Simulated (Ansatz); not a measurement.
# CH3BF3Ge+ (SMILES [CH3][Ge+]([F])[B](F)F): HF/STO-3G

What is the vertical ionisation energy of CH3BF3Ge+ at HF/STO-3G? 

The results are computed with Ansatz 0.2.0.

1 further run of the same task is left out (set aside as unsound or not needed).

### Step 1. The molecule

CH3BF3Ge+ has 9 atoms, charge +1, and is taken as a singlet. SMILES: `[CH3][Ge+]([F])[B](F)F`. Geometry: a GFN2-xTB relaxation, a rough one for these elements and not checked as a minimum.

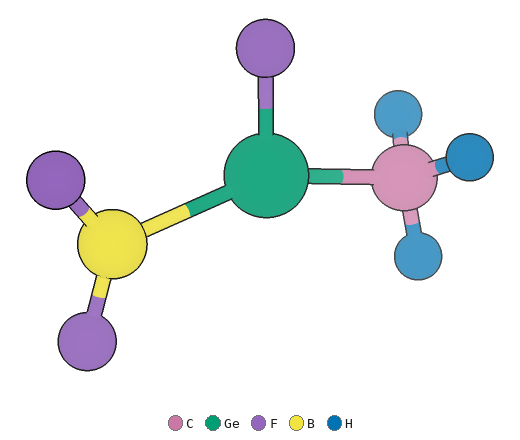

The structure, seen from a chosen angle (carbon pink, germanium teal, fluorine purple, boron yellow, hydrogen blue).

### Step 2. The energy at HF/STO-3G

The input, run.yaml:

```yaml
crystal:
  periodic: [false, false, false]
  atoms:
    - {symbol: C, position_ang: [-1.827570, -0.232630, -0.019740]}
    - {symbol: Ge, position_ang: [0.127990, 0.202360, -0.000590]}
    - {symbol: F, position_ang: [0.165210, 1.931220, -0.020140]}
    - {symbol: B, position_ang: [2.303130, -0.280720, 0.029180]}
    - {symbol: F, position_ang: [3.084040, 0.724700, 0.087070]}
    - {symbol: F, position_ang: [2.676590, -1.500590, -0.012720]}
    - {symbol: H, position_ang: [-2.003290, -1.308940, -0.075000]}
    - {symbol: H, position_ang: [-2.263930, 0.280640, -0.885140]}
    - {symbol: H, position_ang: [-2.262170, 0.183950, 0.897070]}
basis:
  gaussian:
    orbitals: STO-3G
total_charge: 1
hamiltonian:
  xc: hf
accuracy: high
output: {orbitals: {seedname: orbitals}}
```

Launch:

```bash
$ ansatz run run.yaml --threads 1 --pin off --max-ram 2610MiB --events-out events.jsonl --progress --plain --runs-dir runs
```

The program printed:

```text
Warning: RAYON_NUM_THREADS=1 ignored (pool sized by the plan → 1); use --threads N
Functional definition: HF
  name "HF"
  exchange = exact_x
  correlation = 0
834 factors; integrals over basis functions are off by at most 5.1e-8 eV
mean field evaluation 1: about -65554.6612 eV, gradient 3.8e1 eV
mean field evaluation 2: about -65554.7994 eV, gradient 3.8e1 eV
mean field evaluation 4: about -65561.1360 eV, gradient 2.8e0 eV
mean field evaluation 8: about -65561.1829 eV, gradient 1.2e-1 eV
mean field -65561.18307426 eV, -2409.3290390132 hartree, gradient 1.9e-8 eV, S^2 0.000000; 0 other end points of the search recorded, 0 dependent functions left out
reference -65561.18307426 eV, -2409.3290390132 hartree; 36, 36 occupied and 10, 10 virtual orbitals, 834 factors
Total energy: -65561.18307426 eV, -2409.3290390132 hartree
```

Wall time 0.59 s (1 thread of Intel Xeon 6975P-C (Granite Rapids), shared host); peak memory 0.13 GiB.

### Step 3. Doublet [CH3BF3Ge]2+ at the same level

The input, job.yaml:

```yaml
crystal:
  periodic: [false, false, false]
  atoms:
    - {symbol: C, position_ang: [-1.827570, -0.232630, -0.019740]}
    - {symbol: Ge, position_ang: [0.127990, 0.202360, -0.000590]}
    - {symbol: F, position_ang: [0.165210, 1.931220, -0.020140]}
    - {symbol: B, position_ang: [2.303130, -0.280720, 0.029180]}
    - {symbol: F, position_ang: [3.084040, 0.724700, 0.087070]}
    - {symbol: F, position_ang: [2.676590, -1.500590, -0.012720]}
    - {symbol: H, position_ang: [-2.003290, -1.308940, -0.075000]}
    - {symbol: H, position_ang: [-2.263930, 0.280640, -0.885140]}
    - {symbol: H, position_ang: [-2.262170, 0.183950, 0.897070]}
basis:
  gaussian:
    orbitals: STO-3G
total_charge: 2
magnetization:
  spin_polarized: true
  initial_magnetization: 1
hamiltonian:
  xc: hf
accuracy: high
output:
  orbitals: {seedname: orbitals}
```

Launch:

```bash
$ ansatz run job.yaml --threads 1 --pin off --max-ram 2610MiB --events-out events.jsonl --progress --plain --runs-dir runs
```

The program printed:

```text
Warning: RAYON_NUM_THREADS=1 ignored (pool sized by the plan → 1); use --threads N
Functional definition: HF
  name "HF"
  exchange = exact_x
  correlation = 0
833 factors; integrals over basis functions are off by at most 5.1e-8 eV
mean field evaluation 1: about -65535.9869 eV, gradient 3.3e1 eV
mean field evaluation 2: about -65536.1057 eV, gradient 3.3e1 eV
mean field evaluation 4: about -65546.2129 eV, gradient 4.9e0 eV
mean field evaluation 8: about -65546.5310 eV, gradient 6.6e-1 eV
mean field evaluation 16: about -65547.4790 eV, gradient 1.5e-3 eV
mean field evaluation 32: about -65547.4091 eV, gradient 4.7e-1 eV
mean field evaluation 64: about -65545.9521 eV, gradient 6.2e-1 eV
mean field evaluation 96: about -65546.3965 eV, gradient 1.7e0 eV
mean field -65547.47261113 eV, -2408.8251887864 hartree, gradient 2.5e-8 eV, S^2 0.754138; 3 other end points of the search recorded, 0 dependent functions left out
reference -65547.47261113 eV, -2408.8251887864 hartree; 36, 35 occupied and 10, 11 virtual orbitals, 833 factors
Total energy: -65547.47261113 eV, -2408.8251887864 hartree
```

Run time: 2.1 s. Hardware: 1 thread of Intel Xeon 6975P-C (Granite Rapids), shared host; peak memory 0.17 GiB.

### Step 4. Results

Level: HF/STO-3G.

| quantity | value |
| --- | --- |
| singlet CH3BF3Ge+: total energy | -2409.32904 Eh |
| singlet CH3BF3Ge+: HOMO energy | -15.24 eV |
| singlet CH3BF3Ge+: LUMO energy | -2.82 eV |
| singlet CH3BF3Ge+: HOMO–LUMO gap | 12.43 eV |
| doublet [CH3BF3Ge]2+: total energy | -2408.82519 Eh |
| doublet [CH3BF3Ge]2+: HOMO energy (highest over α and β) | -22.11 eV |
| doublet [CH3BF3Ge]2+: LUMO energy (lowest over α and β) | -10.49 eV |
| doublet [CH3BF3Ge]2+: ⟨S²⟩ | 0.754 |
| vertical ionisation energy (to the doublet dication) | 13.710 eV |

**Reading.** The vertical ionisation energy comes to 13.71 eV (1323 kJ/mol). −ε(HOMO) before ionisation, 15.24 eV, is 1.53 eV above this ionisation energy. In a minimal basis such a difference can be off by several eV, whatever the method.
